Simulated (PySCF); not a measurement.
**C4H8F2O2 (SMILES COCC(F)(F)OC): density, localisation and related maps**

```xyz
16

C    -2.6005    0.2367   -0.1738
O    -1.8051   -0.7862   -0.7398
C    -0.6367   -1.0742   -0.0433
C     0.4451    0.0197   -0.1259
F     0.4176    0.6424   -1.3401
F     0.1669    1.0427    0.7538
O     1.6464   -0.5163    0.1326
C     2.7539    0.3905    0.0904
H    -3.5193    0.2529   -0.7557
H    -2.8304    0.0173    0.8749
H    -2.1155    1.2142   -0.2371
H    -0.2143   -1.9737   -0.4959
H    -0.8238   -1.2529    1.0262
H     3.6234   -0.2087    0.3449
H     2.8644    0.8120   -0.9106
H     2.6205    1.1924    0.8192
```

Geometry: GFN2-xTB.

Level of theory: PySCF 2.14.0, CAM-B3LYP/def2-SVPD, SCF density, gas phase.

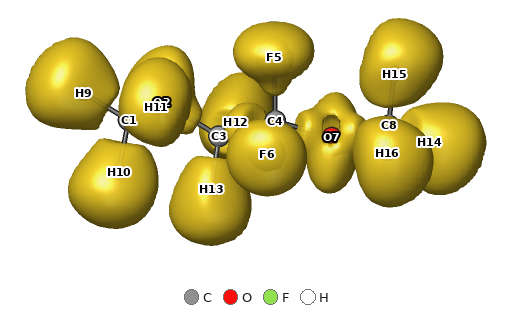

Figure 1. Isosurface of the electron localisation function at 0.75 (yellow), seen from one side. Only the valence region is drawn (cores and ρ < 0.01 e/Å³ removed).

**Describe the localisation domains.**

At this value the surface marks out one region between bonded C–C atoms (shared pairs), eight regions around hydrogen nuclei, two regions on F in which the atom's valence shell and bonds are merged and two regions on O in which the atom's valence shell and bonds are merged. Profiles from the grid: C–O (1.34 Å): the ELF peaks at about 0.90 between the atoms; a shared but strongly polarised pair. C–F (1.36 Å): the ELF peaks at about 0.85 between the atoms; a shared but strongly polarised pair.

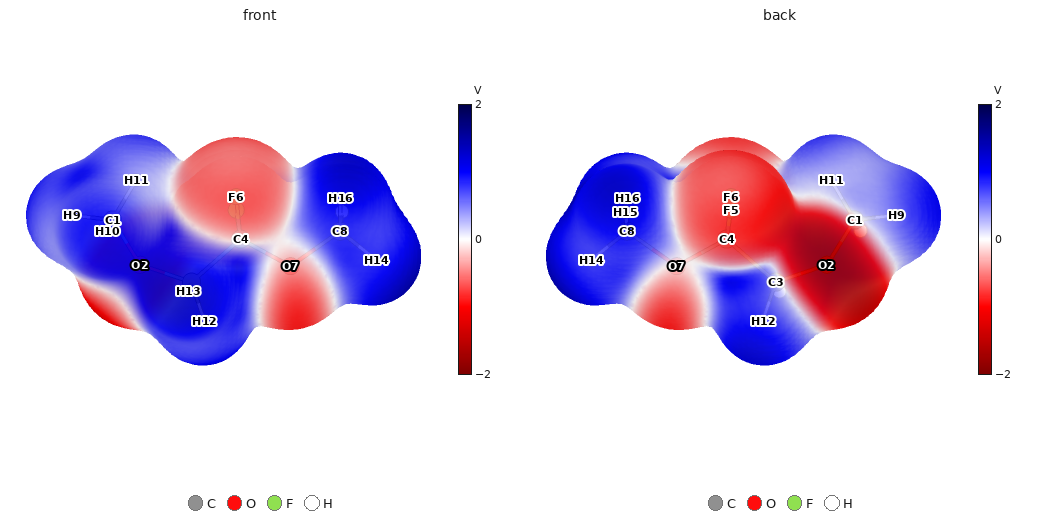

Figure 2. The molecular electrostatic potential painted on the density surface at 0.004 e/bohr³, seen from the front and from behind; the colour scale runs from red (negative) to blue (positive).

**Which sites attract a positive test charge, and which a negative one?**

A positive charge is drawn to the negative regions and a negative charge to the positive ones. The most negative region (about −1.7 V, or −39 kcal/mol for a unit charge) lies over O2, the most positive (about +1.4 V, or +32 kcal/mol for a unit charge) over C8 and H14. O2 is the likeliest acceptor of a hydrogen bond.

**What dipole moment does the calculation give?**

Its dipole moment is 1.66 D.

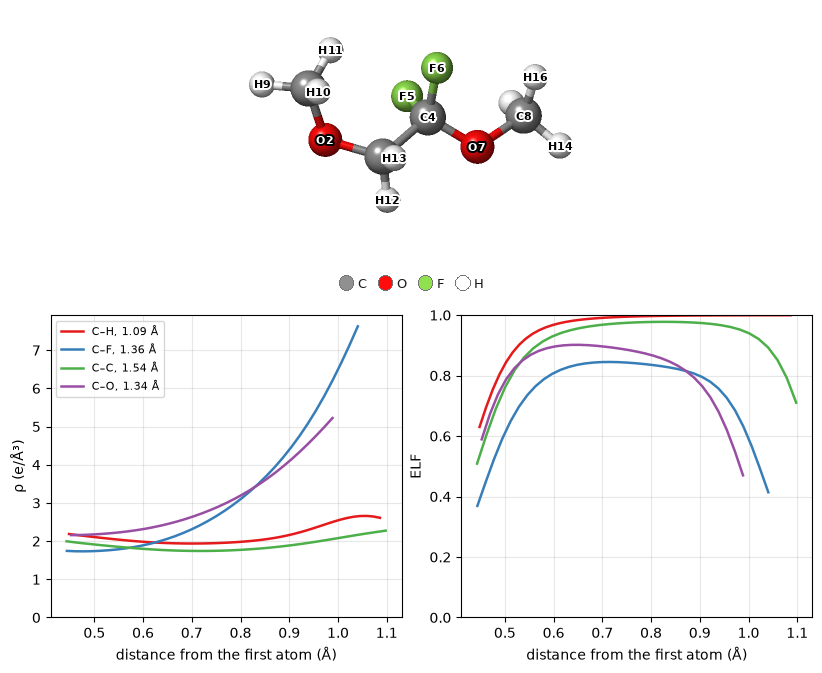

Figure 3. Electron density and electron localisation function along straight lines between neighbouring atoms. The curves leave out the atomic cores. The structure is drawn too.

**Compare the contacts.**

C–H (1.09 Å): ρ at the midpoint is about 2 e/Å³; the ELF climbs to about 1 towards the hydrogen, as it does in any bond to H: an ordinary covalent bond to hydrogen.
C–F (1.36 Å): the density is about 2.2 e/Å³ at the midpoint, with its minimum of 1.7 e/Å³ about 0.5 Å from C; the ELF peaks at about 0.85 between the atoms; a shared but strongly polarised pair.
C–C (1.54 Å): ρ at the midpoint is about 1.8 e/Å³; the ELF peaks at about 1 between the atoms: a covalent bond.
C–O (1.34 Å): the density is about 2.5 e/Å³ at the midpoint; the ELF peaks at about 0.90 between the atoms: a polar covalent bond.
